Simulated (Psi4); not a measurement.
# doublet C2H6B at 3 levels

Aim: a comparison of 3 runs (UB3LYP/cc-pVDZ, UCAM-B3LYP/cc-pVDZ, UM06-L/cc-pVDZ) of doublet C2H6B. 

The results are computed with Psi4 1.11.

### Step 1. The system as given

C2H6B has 9 atoms, charge 0, and is taken as a doublet. As SMILES of the parent species, `[BH3-]C=C`. The shape is that of a GFN2-xTB optimisation. That shape belongs to the parent species and isn't relaxed for this state.

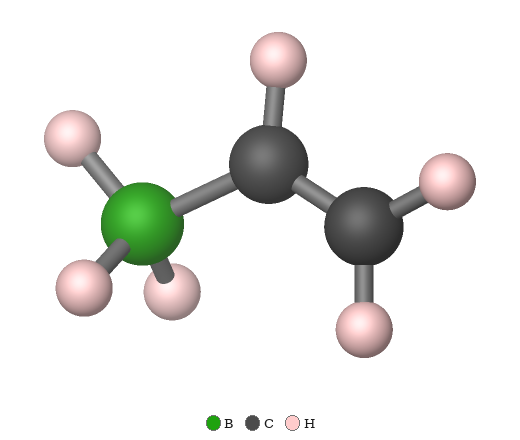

The structure, seen from a chosen angle (boron green, carbon dark grey, hydrogen pink).

### Step 2. The energy at UB3LYP/cc-pVDZ (run 1)

c2h6b.dat reads:

```
memory 1600 MB

molecule system {
  0 2
  B     -0.629450     0.770260    -0.695580
  C      0.561290    -0.121590    -0.051130
  C      0.475920    -0.957440     0.973350
  H     -1.515350     0.037540    -1.123250
  H     -0.196360     1.453510    -1.621580
  H     -1.107230     1.511780     0.156690
  H      1.558120    -0.038670    -0.502980
  H     -0.460650    -1.116340     1.494340
  H      1.313720    -1.539040     1.370140
  symmetry c1
}

set globals {
  basis                cc-pVDZ
  reference            uks
  puream               true
  e_convergence        1e-09
  d_convergence        1e-08
  scf_type             pk
  dft_radial_points    99
  dft_spherical_points 590
  maxiter              200
}

result, w = energy('b3lyp', return_wfn=True)
oeprop(w, 'LOWDIN_CHARGES', 'MULLIKEN_CHARGES', 'MAYER_INDICES')
print_variables()
```

The run is started by

```console
psi4 -n 1 c2h6b.dat c2h6b.out
```

c2h6b.out:

```text
[...]
  Running in c1 symmetry.
[...]
  Nuclear repulsion =   62.573911424317970
[...]
  Multiplicity = 2
[...]
  Nalpha       = 12
  Nbeta        = 11
[...]
    Number of basis functions: 72
[...]
   @UKS iter   1:  -104.30463001468254   -4.07129e-01   8.09910e-03 ADIIS/DIIS
[...]
   @UKS iter  14:  -104.54076491018021   -4.83169e-12   8.08726e-09 DIIS
[...]
   @S^2 Observed:                7.604449757E-01
[...]
  @UKS Final Energy:  -104.54076491018021
   => Energetics <=
    Nuclear Repulsion Energy =             62.5739114243179699
    One-Electron Energy =                -262.0947316065287396
    Two-Electron Energy =                 108.7883324226647375
    DFT Exchange-Correlation Energy =     -13.8082771506341793
    Empirical Dispersion Energy =           0.0000000000000000
    VV10 Nonlocal Energy =                  0.0000000000000000
    Total Energy =                       -104.5407649101802150
[...]
 Multipole Moments:
 ------------------------------------------------------------------------------------
     Multipole            Electronic (a.u.)      Nuclear  (a.u.)        Total (a.u.)
 ------------------------------------------------------------------------------------
 L = 1.  Multiply by 2.5417464519 to convert [e a0] to [Debye]
 Dipole X            :          0.9252230           -0.3628823            0.5623407
 Dipole Y            :         -0.8962621            0.0278860           -0.8683761
 Dipole Z            :          0.7252444            0.0890295            0.8142740
 Magnitude           :                                                    1.3165661
[...]
  Mulliken Charges: (a.u.)
   Center  Symbol    Alpha    Beta     Spin     Total
       1     B     2.64099  2.55119  0.08980 -0.19217
       2     C     3.00093  2.93547  0.06546  0.06360
       3     C     3.21267  2.71713  0.49554  0.07019
       4     H     0.59465  0.38980  0.20485  0.01555
       5     H     0.53095  0.53946 -0.00851 -0.07041
       6     H     0.59168  0.39780  0.19388  0.01053
       7     H     0.49108  0.49586 -0.00477  0.01306
       8     H     0.46740  0.48530 -0.01790  0.04729
       9     H     0.46965  0.48799 -0.01834  0.04235
   Total alpha = 12.00000, Total beta = 11.00000, Total charge = -0.00000
[...]
```

Run time: 29 s. Hardware: 1 thread of Intel Xeon Platinum 8488C (Sapphire Rapids), shared host; peak memory 0.8 GiB.

### Step 3. Energy and forces at UCAM-B3LYP/cc-pVDZ (run 2)

run.py reads:

```python
import psi4

psi4.set_memory(1600000000)
psi4.set_num_threads(1)
psi4.set_output_file('c2h6b.out', False)

geom = psi4.geometry("""
0 2
B     -0.629450     0.770260    -0.695580
C      0.561290    -0.121590    -0.051130
C      0.475920    -0.957440     0.973350
H     -1.515350     0.037540    -1.123250
H     -0.196360     1.453510    -1.621580
H     -1.107230     1.511780     0.156690
H      1.558120    -0.038670    -0.502980
H     -0.460650    -1.116340     1.494340
H      1.313720    -1.539040     1.370140
symmetry c1
""")

psi4.set_options({
    'reference': 'uks',
    'puream': True,
    'e_convergence': 1e-09,
    'd_convergence': 1e-08,
    'scf_type': 'pk',
    'dft_radial_points': 99,
    'dft_spherical_points': 590,
    'maxiter': 200,
})

result, w = psi4.gradient("cam-b3lyp/cc-pVDZ", return_wfn=True)
print('gradient / Eh bohr^-1')
print(result.np.round(6))
print(f'energy = {w.energy():.10f} Eh')
```

The run is started by

```console
python run.py
```

c2h6b.out:

```text
[...]
  Running in c1 symmetry.
[...]
  Nuclear repulsion =   62.573911424317970
[...]
  Multiplicity = 2
[...]
  Nalpha       = 12
  Nbeta        = 11
[...]
    Number of basis functions: 72
[...]
   @UKS iter   1:  -104.30669206385575   -5.94296e-01   6.44535e-03 DIIS/ADIIS
[...]
   @UKS iter  17:  -104.45240874524053   -1.46656e-11   7.41669e-09 DIIS
[...]
   @S^2 Observed:                7.684661001E-01
[...]
  @UKS Final Energy:  -104.45240874524053
   => Energetics <=
    Nuclear Repulsion Energy =             62.5739114243179699
    One-Electron Energy =                -262.0606417836332298
    Two-Electron Energy =                 107.1481365209939014
    DFT Exchange-Correlation Energy =     -12.1138149069191705
    Empirical Dispersion Energy =           0.0000000000000000
    VV10 Nonlocal Energy =                  0.0000000000000000
    Total Energy =                       -104.4524087452405325
[...]
 Multipole Moments:
 ------------------------------------------------------------------------------------
     Multipole            Electronic (a.u.)      Nuclear  (a.u.)        Total (a.u.)
 ------------------------------------------------------------------------------------
 L = 1.  Multiply by 2.5417464519 to convert [e a0] to [Debye]
 Dipole X            :          0.9555261           -0.3628823            0.5926438
 Dipole Y            :         -0.9348291            0.0278860           -0.9069431
 Dipole Z            :          0.7596011            0.0890295            0.8486307
 Magnitude           :                                                    1.3762073
[...]
  -Total Gradient:
     Atom            X                  Y                   Z
    ------   -----------------  -----------------  -----------------
       1       -0.061435619175     0.006963281862     0.008329856931
       2        0.016684324646    -0.058874838249     0.065021883743
       3        0.005444012000     0.039874754562    -0.049601503335
       4        0.016546199065     0.005514681344    -0.008626974712
       5        0.001992912655     0.003254383602    -0.003191581818
       6        0.015967017991     0.003734011444    -0.010924610248
       7       -0.001448231445    -0.000233816476     0.000843095612
       8        0.009220699381     0.000179660356    -0.003367398661
       9       -0.002970730997    -0.000413302307     0.001518373825
[...]
```

The script printed:

```text
gradient / Eh bohr^-1
[[-0.061436  0.006963  0.00833 ]
 [ 0.016684 -0.058875  0.065022]
 [ 0.005444  0.039875 -0.049602]
 [ 0.016546  0.005515 -0.008627]
 [ 0.001993  0.003254 -0.003192]
 [ 0.015967  0.003734 -0.010925]
 [-0.001448 -0.000234  0.000843]
 [ 0.009221  0.00018  -0.003367]
 [-0.002971 -0.000413  0.001518]]
energy = -104.4524087452 Eh
```

It took 45 s on 1 thread of Intel Xeon Platinum 8488C (Sapphire Rapids), shared host; peak memory 0.84 GiB.

### Step 4. A single-point energy at UM06-L/cc-pVDZ (run 3)

c2h6b.xyz reads:

```xyz
9
C2H6B
B     -0.629450     0.770260    -0.695580
C      0.561290    -0.121590    -0.051130
C      0.475920    -0.957440     0.973350
H     -1.515350     0.037540    -1.123250
H     -0.196360     1.453510    -1.621580
H     -1.107230     1.511780     0.156690
H      1.558120    -0.038670    -0.502980
H     -0.460650    -1.116340     1.494340
H      1.313720    -1.539040     1.370140
```

job.py reads:

```python
import psi4

psi4.set_memory('1600 MB')
psi4.set_num_threads(1)
psi4.set_output_file('run.log', False)

with open('c2h6b.xyz') as f:
    atoms = ''.join(f.readlines()[2:])
molecule = psi4.geometry('0 2\n' + atoms + 'symmetry c1')

psi4.set_options({
    'reference': 'uks',
    'puream': True,
    'e_convergence': 1e-09,
    'd_convergence': 1e-08,
    'scf_type': 'pk',
    'dft_radial_points': 99,
    'dft_spherical_points': 590,
    'maxiter': 200,
})

E, wfn = psi4.energy("m06-l/cc-pVDZ", molecule=molecule, return_wfn=True)
psi4.oeprop(wfn, "DIPOLE", "MULLIKEN_CHARGES", "WIBERG_LOWDIN_INDICES", title="M06-L")
print(f'total energy {E:.8f} hartree = {E * 27.211386:.5f} eV')
```

The run is started by

```console
python job.py
```

run.log:

```text
[...]
  Running in c1 symmetry.
[...]
  Nuclear repulsion =   62.573911424317970
[...]
  Multiplicity = 2
[...]
  Nalpha       = 12
  Nbeta        = 11
[...]
    Number of basis functions: 72
[...]
   @UKS iter   1:  -104.26909503118330   -3.84360e-01   8.34749e-03 DIIS/ADIIS
[...]
   @UKS iter  16:  -104.52174741092058   -5.82645e-13   4.12945e-09 DIIS
[...]
   @S^2 Observed:                7.581161118E-01
[...]
  @UKS Final Energy:  -104.52174741092058
   => Energetics <=
    Nuclear Repulsion Energy =             62.5739114243179699
    One-Electron Energy =                -262.1217608639121863
    Two-Electron Energy =                 112.0923572928078329
    DFT Exchange-Correlation Energy =     -17.0662552641341989
    Empirical Dispersion Energy =           0.0000000000000000
    VV10 Nonlocal Energy =                  0.0000000000000000
    Total Energy =                       -104.5217474109205824
[...]
 Multipole Moments:
 ------------------------------------------------------------------------------------
     Multipole            Electronic (a.u.)      Nuclear  (a.u.)        Total (a.u.)
 ------------------------------------------------------------------------------------
 L = 1.  Multiply by 2.5417464519 to convert [e a0] to [Debye]
 Dipole X            :          0.8877050           -0.3628823            0.5248227
 Dipole Y            :         -0.8830980            0.0278860           -0.8552120
 Dipole Z            :          0.7207462            0.0890295            0.8097758
 Magnitude           :                                                    1.2894042
[...]
  Mulliken Charges: (a.u.)
   Center  Symbol    Alpha    Beta     Spin     Total
       1     B     2.64074  2.52210  0.11865 -0.16284
       2     C     3.05144  2.96554  0.08590 -0.01698
       3     C     3.24382  2.75298  0.49084  0.00320
       4     H     0.57957  0.39056  0.18901  0.02987
       5     H     0.53916  0.55061 -0.01145 -0.08977
       6     H     0.57767  0.39959  0.17808  0.02274
       7     H     0.46887  0.47560 -0.00673  0.05552
       8     H     0.44930  0.47004 -0.02074  0.08067
       9     H     0.44942  0.47299 -0.02357  0.07759
   Total alpha = 12.00000, Total beta = 11.00000, Total charge =  0.00000
[...]
```

Standard output:

```text
total energy -104.52174741 hartree = -2844.18161 eV
```

It took 57 s on 1 thread of Intel Xeon Platinum 8488C (Sapphire Rapids), shared host; peak memory 1.1 GiB.

### Step 5. All runs side by side

```csv
run,level,task,energy (Eh),dipole moment (D),HOMO energy (eV),LUMO energy (eV),wall time
1,UB3LYP/cc-pVDZ,energy,-104.540765,3.35,-7.69,-5.70,29 s
2,UCAM-B3LYP/cc-pVDZ,gradient,-104.452409,3.50,-9.28,-4.45,45 s
3,UM06-L/cc-pVDZ,energy,-104.521747,3.28,-6.79,-6.29,57 s
```

### Step 6. What came out

| quantity | value |
| --- | --- |
| run 3: total energy | -104.52175 Eh |
| run 3: dipole moment | 3.28 D |
| run 3: HOMO energy (highest over α and β) | -6.79 eV |
| run 3: LUMO energy (lowest over α and β) | -6.29 eV |
| run 3: ⟨S²⟩ | 0.758 |

The dipole moment (its size) runs from 3.28 D (UM06-L/cc-pVDZ) to 3.50 D (UCAM-B3LYP/cc-pVDZ). Totals of different functionals can't be ranked against each other. All runs together took 2.2 min, the longest 57 s.
